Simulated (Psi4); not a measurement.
# BCl2F (dichlorofluoroborane) at wB97M-V/6-311+G(d,p)

Aim: the vertical singlet–triplet gap of BCl2F (dichlorofluoroborane) at wB97M-V/6-311+G**, from 2 runs. 

The results are computed with Psi4 1.11.

2 further runs of the same task are left out: 2 set aside as unsound or not needed.

## (1) The molecule

BCl2F has 4 atoms, charge 0, and is taken as a singlet. SMILES: `FB(Cl)Cl`. Geometry: relaxed at PBE0-D4/def2-TZVP.

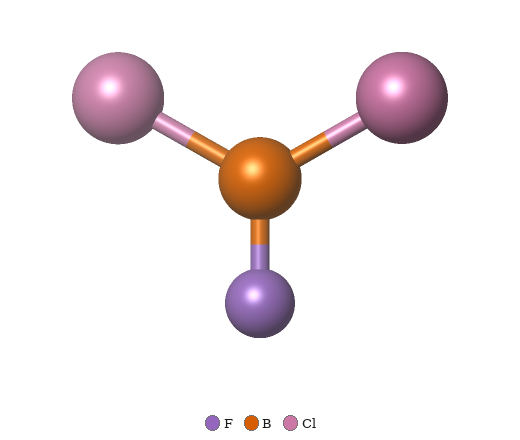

Viewed from a chosen angle; fluorine purple, boron orange, chlorine pink.

## (2) A single-point energy at wB97M-V/6-311+G(d,p)

Input file calc.in:

```
memory 2200 MB

molecule {
  F      0.21612798    -2.20213565    -1.47623515
  B      0.01494773    -0.15233082    -0.10212080
  Cl    -2.92820622     0.70634183     1.07982730
  Cl     2.69713051     1.64810574     0.49852865
  units au
  symmetry c1
  no_reorient
  no_com
}

set globals {
  reference            rks
  puream               true
  e_convergence        1e-09
  d_convergence        1e-08
  scf_type             pk
  dft_radial_points    99
  dft_spherical_points 590
}

result, w = energy("wb97m-v/6-311+G**", return_wfn=True)
```

On the command line:

```console
$ psi4 calc.in calc.out -n 1
```

calc.out:

```text
[...]
  Running in c1 symmetry.
[...]
  Nuclear repulsion =  181.669072837694472
[...]
  Multiplicity = 1
[...]
  Nalpha       = 24
  Nbeta        = 24
[...]
    Number of basis functions: 104
[...]
   @RKS iter   1: -1045.16680396765514   -3.14311e-01   4.04500e-03 DIIS/ADIIS
[...]
   @RKS iter  11: -1045.22157310711214   -3.41061e-12   2.20088e-09 DIIS
[...]
    Orbital Energies [Eh]
    ---------------------
    Doubly Occupied:
       1A   -101.908686     2A   -101.908685     3A    -24.953186
       4A     -9.675054     5A     -9.675025     6A     -7.379093
       7A     -7.379093     8A     -7.373949     9A     -7.373948
      10A     -7.372331    11A     -7.372330    12A     -7.067077
      13A     -1.397729    14A     -1.008353    15A     -0.976706
      16A     -0.710662    17A     -0.632314    18A     -0.619829
      19A     -0.606744    20A     -0.510043    21A     -0.485379
      22A     -0.471330    23A     -0.448792    24A     -0.432653
[...]
  @RKS Final Energy: -1045.22157310711214
   => Energetics <=
    Nuclear Repulsion Energy =            181.6690728376944719
    One-Electron Energy =               -1804.3319454110060178
    Two-Electron Energy =                 631.5510158633373976
    DFT Exchange-Correlation Energy =     -54.3083343252417521
    Empirical Dispersion Energy =           0.0000000000000000
    VV10 Nonlocal Energy =                  0.1986179281035448
    Total Energy =                      -1045.2215731071121354
[...]
 Multipole Moments:
 ------------------------------------------------------------------------------------
     Multipole            Electronic (a.u.)      Nuclear  (a.u.)        Total (a.u.)
 ------------------------------------------------------------------------------------
 L = 1.  Multiply by 2.5417464519 to convert [e a0] to [Debye]
 Dipole X            :          1.9004769           -1.9083966           -0.0079197
 Dipole Y            :        -19.3640518           19.4447337            0.0806819
 Dipole Z            :        -12.9812482           13.0353308            0.0540826
 Magnitude           :                                                    0.0974537
[...]
```

Wall time 32 s (1 thread of Intel Xeon 6975P-C (Granite Rapids), shared host); peak memory 1.2 GiB.

## (3) The triplet at the same level

Input file job.json:

```json
{
  "schema_name": "qcschema_input",
  "schema_version": 1,
  "molecule": {
    "schema_name": "qcschema_molecule",
    "schema_version": 2,
    "symbols": ["F", "B", "Cl", "Cl"],
    "geometry": [0.21612798, -2.20213565, -1.47623515, 0.01494773, -0.15233082, -0.1021208, -2.92820622, 0.70634183, 1.0798273, 2.69713051, 1.64810574, 0.49852865],
    "molecular_charge": 0,
    "molecular_multiplicity": 3,
    "fix_symmetry": "c1"
  },
  "driver": "energy",
  "model": {
    "method": "wb97m-v",
    "basis": "6-311+G**"
  },
  "keywords": {
    "reference": "uks",
    "puream": true,
    "e_convergence": 1e-09,
    "d_convergence": 1e-08,
    "scf_type": "pk",
    "dft_radial_points": 99,
    "dft_spherical_points": 590,
    "maxiter": 100
  }
}
```

On the command line:

```console
$ psi4 --qcschema job.json -n 1 --memory 2200MB
```

stdout:

```text
[...]
  Running in c1 symmetry.
[...]
  Nuclear repulsion =  181.669072837694472
[...]
  Multiplicity = 3
[...]
  Nalpha       = 25
  Nbeta        = 23
[...]
    Number of basis functions: 104
[...]
   @UKS iter   1: -1044.89129734336484   -3.88042e-02   4.19404e-03 ADIIS/DIIS
[...]
   @UKS iter  15: -1044.96106350919808   -1.43245e-11   4.85553e-09 DIIS
[...]
   @S^2 Observed:                2.006494034E+00
[...]
    Orbital Energies [Eh]
    ---------------------
    Alpha Occupied:
       1A   -101.961376     2A   -101.961375     3A    -24.895074
       4A     -9.724278     5A     -9.724250     6A     -7.433111
       7A     -7.433111     8A     -7.424542     9A     -7.424541
      10A     -7.419963    11A     -7.419962    12A     -6.960604
      13A     -1.342871    14A     -1.038892    15A     -1.012475
      16A     -0.675849    17A     -0.615004    18A     -0.611416
      19A     -0.580863    20A     -0.515803    21A     -0.508948
      22A     -0.506010    23A     -0.485883    24A     -0.485348
      25A     -0.178695
    Alpha Virtual:
[...]
  @UKS Final Energy: -1044.96106350919808
   => Energetics <=
    Nuclear Repulsion Energy =            181.6690728376944719
    One-Electron Energy =               -1803.6372236138568041
    Two-Electron Energy =                 631.0914249971109484
    DFT Exchange-Correlation Energy =     -54.2825721759253383
    Empirical Dispersion Energy =           0.0000000000000000
    VV10 Nonlocal Energy =                  0.1982344457785599
    Total Energy =                      -1044.9610635091980839
[...]
 Multipole Moments:
 ------------------------------------------------------------------------------------
     Multipole            Electronic (a.u.)      Nuclear  (a.u.)        Total (a.u.)
 ------------------------------------------------------------------------------------
 L = 1.  Multiply by 2.5417464519 to convert [e a0] to [Debye]
 Dipole X            :          0.0190219           -0.0786930           -0.0596711
 Dipole Y            :         -0.1937604            0.8018151            0.6080548
 Dipole Z            :         -0.1298814            0.5375133            0.4076320
 Magnitude           :                                                    0.7344760
[...]
```

The result, in JSON:

```text
{
 "driver": "energy",
 "model": {
  "method": "wb97m-v",
  "basis": "6-311+G**"
 },
 "success": true,
 "return_result": -1044.961063509198,
 "properties": {
  "calcinfo_nbasis": 104,
  "calcinfo_nmo": 104,
  "calcinfo_nalpha": 25,
  "calcinfo_nbeta": 23,
  "calcinfo_natom": 4,
  "nuclear_repulsion_energy": 181.66907283769447,
  "return_energy": -1044.961063509198,
  "scf_one_electron_energy": -1803.6372236138568,
  "scf_two_electron_energy": 631.091424997111,
  "scf_vv10_energy": 0.19823444577855992,
  "scf_xc_energy": -54.28257217592534,
  "scf_dipole_moment": [-0.05967106331522998, 0.6080547740283524, 0.40763196782566613],
  "scf_total_energy": -1044.961063509198,
  "scf_iterations": 15
 }
}
```

Run time: 49 s. Hardware: 1 thread of Intel Xeon 6975P-C (Granite Rapids), shared host; peak memory 1.2 GiB.

## (4) Results

At wB97M-V/6-311+G**:

| quantity | value |
| --- | --- |
| singlet: total energy | -1045.22157 Eh |
| singlet: dipole moment | 0.25 D |
| singlet: HOMO energy | -11.77 eV |
| singlet: LUMO energy | 0.56 eV |
| singlet: HOMO–LUMO gap | 12.33 eV |
| triplet: total energy | -1044.96106 Eh |
| triplet: dipole moment | 1.87 D |
| triplet: HOMO energy (highest over α and β) | -4.86 eV |
| triplet: ⟨S²⟩ | 2.006 |
| vertical energy of the triplet above the singlet | 7.089 eV |

At this shape the triplet lies 7.09 eV (684 kJ/mol) above the singlet.
